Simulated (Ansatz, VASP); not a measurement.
## SiHg2: VASP beside Ansatz

Wanted: the spread between two codes on one cell, functional and k mesh. The cell is generated by rule, not measured, and may not be a known phase. The cell comes out of the VASP series on this material, whose earlier steps may have relaxed, scaled or displaced it; both programs get it as it stands.

Calculated with Ansatz 0.2.0; plane waves, with VASP 6.6.1 beside it; band structure at PBEsol, spin-orbit coupling.

The structure was built from a prototype and need not be the compound's stable phase.

### Step 1. Set-up

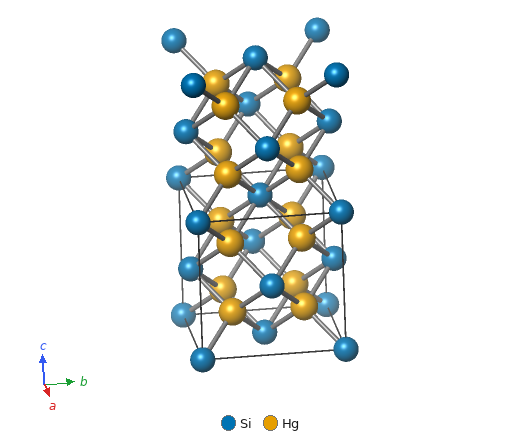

The cell as given, slightly off an axis (silicon blue, mercury orange). 1×1×2 cells are drawn. This picture shows the conventional cell, with its axes. Some periodic images of atoms are drawn too.

### Step 2. VASP: band structure, PBEsol, spin-orbit coupling

Levels along a path test the potential and the projectors away from the mesh points.

Lines of VASP's logs that name or quote its potential files are left out, and so is its time.

INCAR reads:

```
SYSTEM = SiHg2
PREC = Accurate
ENCUT = 400
EDIFF = 1E-06
NELM = 100
ISMEAR = 0
SIGMA = 0.02
LREAL = .FALSE.
ALGO = Normal
GGA = PS
LNONCOLLINEAR = .TRUE.
MAGMOM = 0 0 0 0 0 0 0 0 0
NBANDS = 40
GGA_COMPAT = .FALSE.
LASPH = .TRUE.
LSORBIT = .TRUE.
LORBIT = 11
LWAVE = .FALSE.
LCHARG = .FALSE.
KPAR = 4
ISIF = 2
```

POSCAR reads:

```
SiHg2
1.0
    0.0000000000      2.9257800000      2.9257800000
    2.9257800000      0.0000000000      2.9257800000
    2.9257800000      2.9257800000      0.0000000000
Si Hg
1 2
Direct
    0.0000000000      0.0000000000      0.0000000000
    0.2500000000      0.2500000000      0.2500000000
    0.7500000000      0.7500000000      0.7500000000
```

KPOINTS reads:

```
Automatic mesh
0
Gamma
8 8 8
0 0 0
```

KPOINTS_OPT reads:

```
Line mode
16
Line-mode
Reciprocal
  0.00000000   0.00000000   0.00000000 GAMMA
  0.50000000   0.00000000   0.50000000 X

  0.50000000   0.00000000   0.50000000 X
  0.50000000   0.25000000   0.75000000 W

  0.50000000   0.25000000   0.75000000 W
  0.37500000   0.37500000   0.75000000 K

  0.37500000   0.37500000   0.75000000 K
  0.00000000   0.00000000   0.00000000 GAMMA

  0.00000000   0.00000000   0.00000000 GAMMA
  0.50000000   0.50000000   0.50000000 L

  0.50000000   0.50000000   0.50000000 L
  0.62500000   0.25000000   0.62500000 U

  0.62500000   0.25000000   0.62500000 U
  0.50000000   0.25000000   0.75000000 W

  0.50000000   0.25000000   0.75000000 W
  0.50000000   0.50000000   0.50000000 L

  0.50000000   0.50000000   0.50000000 L
  0.37500000   0.37500000   0.75000000 K

  0.62500000   0.25000000   0.62500000 U
  0.50000000   0.00000000   0.50000000 X
```

The projector-augmented-wave data sets are Si and Hg (PBE family, release 64).

On the command line:

```
$ mpirun -np 4 vasp_ncl
```

Numbers of over 12 decimals in the logs are rounded to 6 here.

Output:

```text
[banner, memory and clock lines left out]
running    4 mpi-ranks, on    1 nodes
 distrk:  each k-point on    1 cores,    4 groups
 distr:  one band on    1 cores,    1 groups

 POSCAR found type information on POSCAR SiHg
 POSCAR found :  2 types and       3 ions
|                                                                             |
|               ----> ADVICE to this user running VASP <----                  |
|                                                                             |
|     You enforced a specific xc type in the INCAR file but a different       |
|     [... a line on the potential file left out ...]
|     I HOPE YOU KNOW WHAT YOU ARE DOING!                                     |
|                                                                             |

 LDA part: xc-table for (Slater+PW92), standard interpolation
 POSCAR, INCAR and KPOINTS ok, starting setup
 FFT: planning ... GRIDC
 FFT: planning ... GRID_SOFT
 FFT: planning ... GRID
 WAVECAR not read
 entering main loop
       N       E                     dE             d eps       ncg     rms          rms(c)
DAV:   1     0.200039653524E+03    0.20004E+03   -0.11898E+04  2320   0.111E+03
DAV:   2     0.856041791422E+00   -0.19918E+03   -0.19099E+03  2504   0.333E+02
DAV:   3    -0.604167695216E+01   -0.68977E+01   -0.68377E+01  2792   0.661E+01
DAV:   4    -0.608051010336E+01   -0.38833E-01   -0.38790E-01  2496   0.468E+00
DAV:   5    -0.608080118982E+01   -0.29109E-03   -0.29107E-03  2744   0.403E-01    0.214E+01
DAV:   6    -0.529482746183E+01    0.78597E+00   -0.16211E+00  2728   0.161E+01    0.140E+01
DAV:   7    -0.524098959229E+01    0.53838E-01   -0.29454E-01  2640   0.385E+00    0.486E+00
DAV:   8    -0.523092119102E+01    0.10068E-01   -0.34177E-02  2584   0.210E+00    0.980E-01
DAV:   9    -0.523071067253E+01    0.21052E-03   -0.78061E-04  2640   0.270E-01    0.231E-01
DAV:  10    -0.523062639792E+01    0.84275E-04   -0.41157E-04  2600   0.244E-01    0.101E-01
DAV:  11    -0.523061585439E+01    0.10544E-04   -0.55499E-05  2672   0.734E-02    0.248E-02
DAV:  12    -0.523061757302E+01   -0.17186E-05   -0.97767E-06  2576   0.284E-02    0.888E-03
DAV:  13    -0.523061720541E+01    0.36762E-06   -0.68582E-07  1472   0.102E-02
   1 F= -.52306172E+01 E0= -.52305694E+01  d E =-.957006E-04  mag=    -0.0000     0.0000     0.0000
 Start KPOINTS_OPT (optional k-point list driver)
k-point batch [1-29\160]
       N       E                     dE             ncg
DAV:   1     0.541928906505E+04   -0.11435E+05     2320
DAV:   2    -0.311250460098E+03   -0.57305E+04     2520
DAV:   3    -0.499185737541E+03   -0.18794E+03     2696
DAV:   4    -0.500248760950E+03   -0.10630E+01     2648
DAV:   5    -0.500256475865E+03   -0.77149E-02     2592
DAV:   6    -0.500256573853E+03   -0.97988E-04     2656
DAV:   7    -0.500256575470E+03   -0.16168E-05     1984
DAV:   8    -0.500256575545E+03   -0.74691E-07     1752
[...]
k-point batch [146-160\160]
       N       E                     dE             ncg
DAV:   1     0.134893709960E+05   -0.10021E+05     1200
DAV:   2     0.105370631709E+05   -0.29523E+04     1312
DAV:   3     0.104462637956E+05   -0.90799E+02     1424
DAV:   4     0.104458980028E+05   -0.36579E+00     1360
DAV:   5     0.104458954502E+05   -0.25525E-02     1376
DAV:   6     0.104458954227E+05   -0.27507E-04     1328
DAV:   7     0.104458954224E+05   -0.32197E-06     1040
```

Parts of OUTCAR (step 2):

```text
ion  position               nearest neighbor table
   1  0.000  0.000  0.000-   2 2.53   3 2.53   3 2.53   3 2.53   3 2.53   2 2.53   2 2.53   2 2.53

  LATTYP: Found a face centered cubic cell.
 ALAT       =     5.8515600000

 Subroutine GETGRP returns: Found 48 space group operations
 (whereof 48 operations were pure point group operations)

The static configuration has the point symmetry O_h .

 Found     29 irreducible k-points:

   k-points           NKPTS =     29   k-points in BZ     NKDIM =     29   number of bands    NBANDS=     40

   dimension x,y,z NGX =    28 NGY =   28 NGZ =   28
   dimension x,y,z NGXF=    56 NGYF=   56 NGZF=   56

   ENCUT  =  400.0 eV  29.40 Ry    5.42 a.u.   6.75  6.75  6.75*2*pi/ulx,y,z

   NELECT =      28.0000    total number of electrons

 k-points in reciprocal lattice and weights: Automatic mesh
   0.00000000  0.00000000  0.00000000       0.002
   0.12500000  0.00000000  0.00000000       0.016
   0.25000000  0.00000000  0.00000000       0.016
   0.37500000  0.00000000  0.00000000       0.016
   0.50000000  0.00000000  0.00000000       0.008
   0.12500000  0.12500000  0.00000000       0.012
   0.25000000  0.12500000  0.00000000       0.047
   0.37500000  0.12500000  0.00000000       0.047
   0.50000000  0.12500000  0.00000000       0.047
[...]
-0.37500000  0.50000000  0.12500000       0.023
  -0.25000000  0.50000000  0.25000000       0.012

 average (electrostatic) potential at core
       1 -83.0436       2 -37.6131       3 -37.6131

 E-fermi :   7.3426

 k-point     1 :       0.0000    0.0000    0.0000
  band No.  band energies     occupation
    ...
     20       0.5846      1.00000
     21       0.5846      1.00000
     22       0.5846      1.00000
     23       7.1289      1.00000
     24       7.1289      1.00000
     25       7.8957      0.00000
     26       7.8957      0.00000
     27       8.9251      0.00000
     28       8.9251      0.00000
     29       9.0728      0.00000
    ...

 k-point     2 :       0.1250    0.0000    0.0000
  band No.  band energies     occupation
    ...
     20       0.3910      1.00000
     21       0.4231      1.00000
     22       0.4231      1.00000
     23       5.7795      1.00000
     24       5.7795      1.00000
     25       7.5156      0.00000
     26       7.5156      0.00000
     27       7.9823      0.00000
     28       7.9823      0.00000
     29       8.3072      0.00000
    ...

 k-point     3 :       0.2500    0.0000    0.0000
  band No.  band energies     occupation
    ...
     22       0.0381      1.00000
     23       3.1955      1.00000
     24       3.1955      1.00000
     25       7.3265      0.87249
     26       7.3265      0.87249
     27       7.6162      0.00000
     28       7.6162      0.00000
     29       7.7712      0.00000
     30       7.7712      0.00000
     31       9.7001      0.00000
    ...

  Total       11.8943447     11.8943447     11.8943447      0.0000000      0.0000000      0.0000000
  in kB      380.4487017    380.4487017    380.4487017      0.0000000      0.0000000      0.0000000
  external PRESSURE =     380.4487017 kB  Pullay stress =       0.0000000 kB

  energy-cutoff  :      400.00
  volume of cell :       50.09
      direct lattice vectors                 reciprocal lattice vectors
     0.000000000  2.925780000  2.925780000    -0.170894599  0.170894599  0.170894599
     2.925780000  0.000000000  2.925780000     0.170894599 -0.170894599  0.170894599
     2.925780000  2.925780000  0.000000000     0.170894599  0.170894599 -0.170894599

 POSITION                                       TOTAL-FORCE (eV/Angst)
 -----------------------------------------------------------------------------------
      0.00000      0.00000      0.00000        -0.000000      0.000000      0.000000
      1.46289      1.46289      1.46289        -0.000000     -0.000000     -0.000000
      4.38867      4.38867      4.38867         0.000000      0.000000      0.000000
 -----------------------------------------------------------------------------------
    total drift:                                0.000000      0.000000      0.000000

  FREE ENERGIE OF THE ION-ELECTRON SYSTEM (eV)
  ---------------------------------------------------
  free  energy   TOTEN  =        -5.2306172054 eV

  energy  without entropy=       -5.2305215048  energy(sigma->0) =       -5.23056936

 Spin-Orbit-Coupling matrix elements
 Ion:    1  E_soc:     -0.0002216
 Ion:    2  E_soc:     -0.6960016
 Ion:    3  E_soc:     -0.6960016

 total charge
# of ion       s       p       d       tot
------------------------------------------
    1        0.787   0.889   0.000   1.676
    2        0.880   0.671   9.314  10.865
    3        0.880   0.671   9.314  10.865
--------------------------------------------------
tot          2.548   2.231  18.627  23.406

 magnetization (x)
# of ion       s       p       d       tot
------------------------------------------
    1        0.000  -0.000   0.000   0.000
    2       -0.000   0.000   0.000   0.000
    3       -0.000   0.000   0.000   0.000
--------------------------------------------------
tot         -0.000   0.000   0.000   0.000

 magnetization (y)
# of ion       s       p       d       tot
------------------------------------------
    1       -0.000   0.000   0.000  -0.000
    2        0.000   0.000   0.000   0.000
    3        0.000   0.000   0.000   0.000
--------------------------------------------------
tot         -0.000   0.000   0.000  -0.000

 magnetization (z)
# of ion       s       p       d       tot
------------------------------------------
    1       -0.000  -0.000   0.000  -0.000
    2        0.000   0.000   0.000   0.000
    3        0.000   0.000   0.000   0.000
--------------------------------------------------
tot         -0.000   0.000   0.000   0.000

[... 3 further parts left out ...]
```

The run ends at a pressure of 38.04 GPa.

[end of part 1 of 2]

[Lines on the potential files, build, host, timing and source positions are cut from VASP's logs without a mark.]

[Logs are printed without paths, hosts, clocks, repeated set-up lines and the standing remarks that a program may print on its own settings, such as how far it seeks lower states.]

[Hosts, paths, dates, database ids (printed as entryN), source tags and the programs' standing remarks are cut or masked in the printed files.]
